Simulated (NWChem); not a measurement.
**CuCl (cuprous chloride): levels of theory compared**

Wanted: a comparison of 3 runs (PBE/def2-SVP, PBE/def2-SVPD, PBE/def2-QZVPD) of CuCl (cuprous chloride). 

The calculation is run with NWChem 7.3.0.

7 further runs of the same task are left out: 6 that didn't finish, 1 set aside as unsound or not needed.

## (1) The system as given

CuCl: 2 atoms, total charge 0, spin state singlet. SMILES: `[Cl][Cu]`. Geometry: relaxed at PBE0-D4/def2-TZVP.

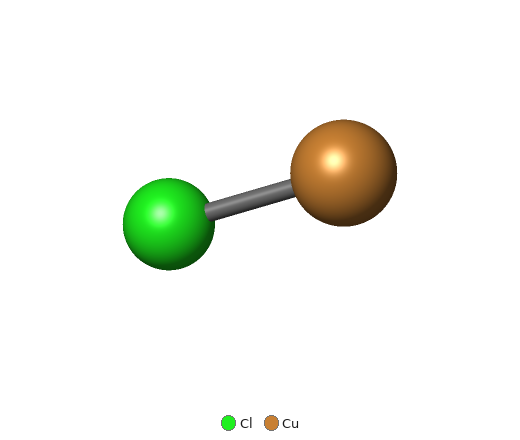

Viewed from a chosen angle; chlorine green, copper orange.

## (2) The energy at PBE/def2-SVP (run 1)

File a.nw:

```
start a
memory 2200 mb

geometry units angstroms noautosym nocenter noautoz
  Cl     0.898300    -0.345200     0.446400
  Cu    -0.868800     0.285000    -0.442400
end

basis spherical bse
  * library def2-SVP
end

dft
  xc xpbe96 cpbe96
  grid fine
  convergence energy 1e-08
  maxiter 100
  mulliken
  print low
end

task dft energy
```

On the command line:

```console
$ nwchem a.nw > a.out
```

The program printed:

```text
[...]
 d= 0,ls=0.0,diis     1  -2099.7596008228 -2.23D+03  3.03D-01  1.98D+00     1.7
[...]
 d= 0,ls=0.5,diis    60  -2099.9183120403 -8.46D-09  1.84D-06  1.41D-07    41.6
         Total DFT energy =    -2099.918312046664
      One electron energy =    -3173.145320030165
           Coulomb energy =     1042.578278545252
    Exchange-Corr. energy =      -95.018356955232
 Nuclear repulsion energy =      125.667086393481
[...]
      Total Density - Mulliken Population Analysis
     ---------------------------------------------
    Atom       Charge   Shell Charges
 -----------   ------   -------------------------------------------------------
    1 Cl  17    17.29   2.00  1.98  1.26  0.69  5.93  2.13  3.29  0.02
    2 Cu  29    28.71   2.00  2.00  2.00  0.70 -0.02  6.00  6.00  0.21  7.84  1.97  0.00
[...]
```

It took 43 s on 1 thread of Intel Xeon Platinum 8375C at 2.90GHz (Ice Lake), shared host; peak memory 0.11 GiB.

## (3) A single-point energy at PBE/def2-SVPD (run 2)

File calc.nw:

```
start calc
memory stack 880 mb heap 220 mb global 1100 mb

geometry units angstroms noautosym nocenter noautoz
   Cl     0.898300    -0.345200     0.446400
   Cu    -0.868800     0.285000    -0.442400
end

basis spherical bse
   Cl library def2-SVPD
   Cu library def2-SVPD
end

dft
   xc xpbe96 cpbe96
   grid fine
   convergence energy 1e-08
   iterations 100
   mulliken
   noprint "final vectors analysis"
end

task dft
```

On the command line:

```console
$ nwchem calc.nw > calc.out
```

The program printed:

```text
[...]
          Wavefunction type:  closed shell.
          No. of atoms     :     2
          No. of electrons :    46
[...]
          Charge           :     0
          Spin multiplicity:     1
[...]
          AO basis - number of functions:    61
[...]
              XC Information
              --------------
          PerdewBurkeErnzerhof Exchange Functional  1.000
            Perdew 1991 LDA Correlation Functional  1.000 local
           PerdewBurkeErnz. Correlation Functional  1.000 non-local
[...]
 d= 0,ls=0.0,diis     1  -2099.7781258712 -2.23D+03  5.31D-01  2.01D+00     1.4
[...]
 d= 0,ls=0.0,diis    12  -2099.9414874213 -2.77D-09  2.25D-07  2.79D-10    11.2
         Total DFT energy =    -2099.941487421308
      One electron energy =    -3172.172591128230
           Coulomb energy =     1041.531117934562
    Exchange-Corr. energy =      -94.967100621122
 Nuclear repulsion energy =      125.667086393481
[...]
      Total Density - Mulliken Population Analysis
     ---------------------------------------------
    Atom       Charge   Shell Charges
 -----------   ------   -------------------------------------------------------
    1 Cl  17    17.37   2.00  1.98  1.29  0.66 -0.05  5.93  2.14  3.11  0.25  0.02  0.05
    2 Cu  29    28.63   2.00  2.00  2.00  0.60  0.06  6.00  6.00  0.17  0.03  7.85  1.94  0.00
[...]
```

Run time: 12 s. Hardware: 1 thread of Intel Xeon Platinum 8375C at 2.90GHz (Ice Lake), shared host; peak memory 0.11 GiB.

## (4) The energy at PBE/def2-QZVPD (run 3)

File clcu.nw:

```
START clcu
TITLE "ClCu PBE"
memory 2200 mb
charge 0

GEOMETRY noautosym nocenter noautoz
   Cl     0.898300    -0.345200     0.446400
   Cu    -0.868800     0.285000    -0.442400
END

BASIS spherical bse
   Cl library def2-QZVPD
   Cu library def2-QZVPD
END

DFT
   xc xpbe96 cpbe96
   grid fine
   convergence energy 1e-08
   maxiter 100
   mulliken
   noprint "final vectors analysis"
END

TASK dft energy
```

On the command line:

```console
$ nwchem clcu.nw > clcu.out
```

The program printed:

```text
[...]
          Wavefunction type:  closed shell.
          No. of atoms     :     2
          No. of electrons :    46
[...]
          Charge           :     0
          Spin multiplicity:     1
[...]
          AO basis - number of functions:   163
[...]
              XC Information
              --------------
          PerdewBurkeErnzerhof Exchange Functional  1.000
            Perdew 1991 LDA Correlation Functional  1.000 local
           PerdewBurkeErnz. Correlation Functional  1.000 non-local
[...]
 d= 0,ls=0.0,diis     1  -2100.2112152789 -2.23D+03  3.69D-01  8.38D+00    26.2
[...]
 d= 0,ls=0.0,diis    14  -2100.4007895747 -1.95D-10  2.20D-08  1.76D-11   243.3
         Total DFT energy =    -2100.400789574681
      One electron energy =    -3173.082442137820
           Coulomb energy =     1041.993367815486
    Exchange-Corr. energy =      -94.978801645827
 Nuclear repulsion energy =      125.667086393481
[...]
      Total Density - Mulliken Population Analysis
     ---------------------------------------------
    Atom       Charge   Shell Charges
 -----------   ------   -------------------------------------------------------
    1 Cl  17    17.51   1.65 -0.00  0.29  0.31  1.05  0.63  0.46  1.13  0.47  0.03  5.86 -0.05  0.73  1.88  2.24  0.77  0.03  0.00  0.00  0.01  0.02 -0.00  0.00  0.01  0.00
    2 Cu  29    28.49   1.95 -0.04  0.18  0.99  0.82  0.39  1.14  0.56  0.39  0.06  0.03  6.00  5.69  0.32  0.10  0.04  0.01  5.65  2.35  1.49  0.33  0.04  0.00  0.00  0.00
  0.00
[...]
```

Run time: 4.1 min. Hardware: 1 thread of Intel Xeon Platinum 8375C at 2.90GHz (Ice Lake), shared host; peak memory 0.13 GiB.

## (5) Overview of the runs

```tsv
run	level	energy (Eh)	wall time
1	PBE/def2-SVP	-2099.918312	43 s
2	PBE/def2-SVPD	-2099.941487	12 s
3	PBE/def2-QZVPD	-2100.400790	4.1 min
```

## (6) Results

| quantity | value |
| --- | --- |
| run 3: total energy | -2100.40079 Eh |
| run 3: dipole moment | 4.50 D |

In words: Over the runs the total energy spans 13.129 eV. All runs together took 5 min, the longest 4.1 min.
